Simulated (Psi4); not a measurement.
**TPSSh/def2-SVP (core potential) run of SnCl2F2 (SMILES [F][Sn]([F])([Cl])[Cl])**

What is the vertical ionisation energy of SnCl2F2 at TPSSh/def2-SVP (core potential)? 

Program for the calculation: Psi4 1.11.

1 further run of the same task is left out (set aside as unsound or not needed).

**1. Starting point**

The species is SnCl2F2 (5 atoms), meant as a singlet with charge 0. As SMILES, `[F][Sn]([F])([Cl])[Cl]`. The shape is that of a PBE0-D4/def2-TZVP optimisation.

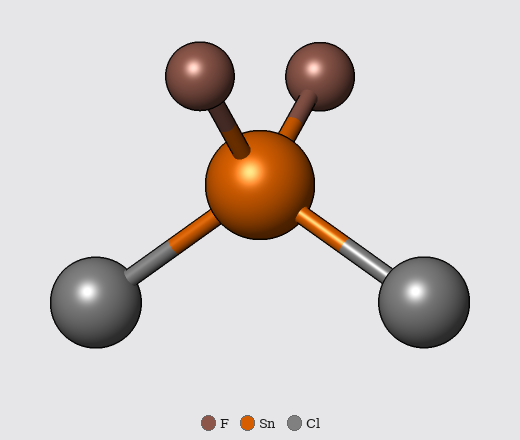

Viewed from a chosen angle; fluorine brown, tin orange, chlorine grey.

**2. Energy and forces at TPSSh/def2-SVP (core potential)**

Contents of input.in:

```
memory 2.2 GB

molecule m {
  0 1
  F
  Sn 1 1.886624
  F 2 1.886759 1 105.4882
  Cl 2 2.270578 1 109.25108 3 117.3294
  Cl 2 2.270534 1 109.25158 3 -117.33035
  units angstrom
  symmetry c1
  no_reorient
  no_com
}

set {
  puream true
  e_convergence 1e-09
  d_convergence 1e-08
  scf_type pk
  dft_radial_points 99
  dft_spherical_points 590
}

result, w = gradient("tpssh/def2-SVP", return_wfn=True)
oeprop(w, "QUADRUPOLE", "LOWDIN_CHARGES", "MULLIKEN_CHARGES")
```

Run with:

```sh
$ psi4 -i input.in -o input.out -n 1
```

input.out:

```text
[...]
    !!!  WARNING: ECP capability is in beta. Please check occupations closely.  !!!
[...]
  Running in c1 symmetry.
[...]
  Nuclear repulsion =  435.160619781104344
[...]
  Multiplicity = 1
[...]
  Nalpha       = 37
  Nbeta        = 37
[...]
    Number of basis functions: 90
[...]
   @RKS iter   1: -1333.86548960035771   -1.31160e+00   7.05432e-03 DIIS/ADIIS
[...]
   @RKS iter  12: -1334.01090797290658   -1.13687e-12   4.66618e-09 DIIS
[...]
  @RKS Final Energy: -1334.01090797290658
   => Energetics <=
    Nuclear Repulsion Energy =            435.1606197811043444
    One-Electron Energy =               -2792.5014303065727290
    Two-Electron Energy =                1109.6727243486025145
    DFT Exchange-Correlation Energy =     -86.3428217960406812
    Empirical Dispersion Energy =           0.0000000000000000
    VV10 Nonlocal Energy =                  0.0000000000000000
    Total Energy =                      -1334.0109079729065797
[...]
  -Total Gradient:
     Atom            X                  Y                   Z
    ------   -----------------  -----------------  -----------------
       1       -0.000000034714    -0.000073524921     0.019433772564
       2       -0.000013397557    -0.004758928175    -0.003701324635
       3        0.000000009598     0.018632537845    -0.005237589395
       4       -0.012902595962    -0.006988832174    -0.005314821489
       5        0.012915845476    -0.006995892690    -0.005320202452
[...]
 Multipole Moments:
 ------------------------------------------------------------------------------------
     Multipole            Electronic (a.u.)      Nuclear  (a.u.)        Total (a.u.)
 ------------------------------------------------------------------------------------
 L = 1.  Multiply by 2.5417464519 to convert [e a0] to [Debye]
 Dipole X            :         -0.0007042            0.0006293           -0.0000749
 Dipole Y            :        -10.8624872           11.2650188            0.4025316
 Dipole Z            :         -8.2650768            8.5709369            0.3058602
 Magnitude           :                                                    0.5055513
 L = 2.  Multiply by 1.3450342976 to convert [e a0^2] to [Debye ang]
 Quadrupole XX       :       -483.6005786          440.3069031          -43.2936755
 Quadrupole XY       :         -0.0018005            0.0016957           -0.0001048
[...]
  Mulliken Charges: (a.u.)
   Center  Symbol    Alpha    Beta     Spin     Total
       1     F     4.68988  4.68988  0.00000 -0.37976
       2    SN    10.41365 10.41365  0.00000  1.17270
       3     F     4.68989  4.68989  0.00000 -0.37977
       4    CL     8.60330  8.60330  0.00000 -0.20659
       5    CL     8.60329  8.60329  0.00000 -0.20657
   Total alpha = 37.00000, Total beta = 37.00000, Total charge =  0.00000
  Lowdin Charges: (a.u.)
   Center  Symbol    Alpha    Beta     Spin     Total
       1     F     4.63311  4.63311  0.00000 -0.26621
[...]
```

It took 23 s on 1 thread of Intel Xeon 6975P-C (Granite Rapids), shared host; peak memory 0.94 GiB.

**3. The doublet cation: the energy at UTPSSh/def2-SVP (core potential)**

Contents of cl2f2sn.py:

```python
import psi4

psi4.set_memory('2200 MB')
psi4.set_num_threads(1)
psi4.set_output_file('run.log', False)

geom = psi4.geometry("""
1 2
F     -0.136000    -0.318500     1.871500
Sn     0.031600    -0.036600     0.013600
F      1.509000    -1.080200    -0.523100
Cl    -1.837700    -0.793000    -1.030000
Cl     0.483000     2.154700    -0.373400
units angstrom
symmetry c1
""")

options = {'basis': 'def2-SVP', 'reference': 'uks', 'puream': True, 'e_convergence': 1e-09, 'd_convergence': 1e-08, 'scf_type': 'pk', 'dft_radial_points': 99, 'dft_spherical_points': 590, 'maxiter': 100}
psi4.set_options(options)

result, w = psi4.energy('tpssh', return_wfn=True)
psi4.oeprop(w, 'QUADRUPOLE', 'DIPOLE', 'MAYER_INDICES')
print(f'tpssh energy: {result:.10f} Eh')
```

Run with:

```sh
$ python cl2f2sn.py
```

run.log, shortened:

```text
[...]
    !!!  WARNING: ECP capability is in beta. Please check occupations closely.  !!!
[...]
  Running in c1 symmetry.
[...]
  Nuclear repulsion =  435.160608896010217
[...]
  Multiplicity = 2
[...]
  Nalpha       = 37
  Nbeta        = 36
[...]
    Number of basis functions: 90
[...]
   @UKS iter   1: -1333.40860953174410   -8.53110e-01   6.87457e-03 ADIIS/DIIS
[...]
   @UKS iter  28: -1333.56506491768528   -3.86535e-12   5.82241e-09 DIIS
[...]
   @S^2 Observed:                7.534544685E-01
[...]
  @UKS Final Energy: -1333.56506491768528
   => Energetics <=
    Nuclear Repulsion Energy =            435.1606088960102170
    One-Electron Energy =               -2775.0919913510233528
    Two-Electron Energy =                1092.3457111531952251
    DFT Exchange-Correlation Energy =     -85.9793936158673517
    Empirical Dispersion Energy =           0.0000000000000000
    VV10 Nonlocal Energy =                  0.0000000000000000
    Total Energy =                      -1333.5650649176852767
[...]
 Multipole Moments:
 ------------------------------------------------------------------------------------
     Multipole            Electronic (a.u.)      Nuclear  (a.u.)        Total (a.u.)
 ------------------------------------------------------------------------------------
 L = 1.  Multiply by 2.5417464519 to convert [e a0] to [Debye]
 Dipole X            :          7.2068798           -8.1149820           -0.9081022
 Dipole Y            :         -7.2933861            8.2122981            0.9189120
 Dipole Z            :          7.2732452           -8.1894410           -0.9161958
 Magnitude           :                                                    1.5838130
 L = 2.  Multiply by 1.3450342976 to convert [e a0^2] to [Debye ang]
 Quadrupole XX       :       -325.9595272          289.1253497          -36.8341775
 Quadrupole XY       :        -99.8577666          104.3595462            4.5017796
[...]
```

On the terminal:

```text
tpssh energy: -1333.5650649177 Eh
```

Wall time 64 s (1 thread of Intel Xeon 6975P-C (Granite Rapids), shared host); peak memory 0.94 GiB.

**4. Outcome**

At TPSSh/def2-SVP (core potential):

```
                                          quantity           value
                     singlet SnCl2F2: total energy  -1334.01091 Eh
                    singlet SnCl2F2: dipole moment          1.28 D
                      singlet SnCl2F2: HOMO energy        -9.32 eV
                      singlet SnCl2F2: LUMO energy        -3.62 eV
                    singlet SnCl2F2: HOMO–LUMO gap         5.70 eV
         singlet SnCl2F2: largest force on an atom      0.999 eV/Å
                      doublet cation: total energy  -1333.56506 Eh
doublet cation: HOMO energy (highest over α and β)       -15.62 eV
 doublet cation: LUMO energy (lowest over α and β)       -14.89 eV
                              doublet cation: ⟨S²⟩           0.753
vertical ionisation energy (to the doublet cation)       12.132 eV
```

In words: Removing an electron at fixed nuclei costs 12.13 eV (280 kcal/mol). The largest force (singlet SnCl2F2) is 1.00 eV/Å: the shape isn't a stationary point for this species at this level. The negative HOMO energy of the first species, 9.32 eV, lies 2.81 eV below that difference.
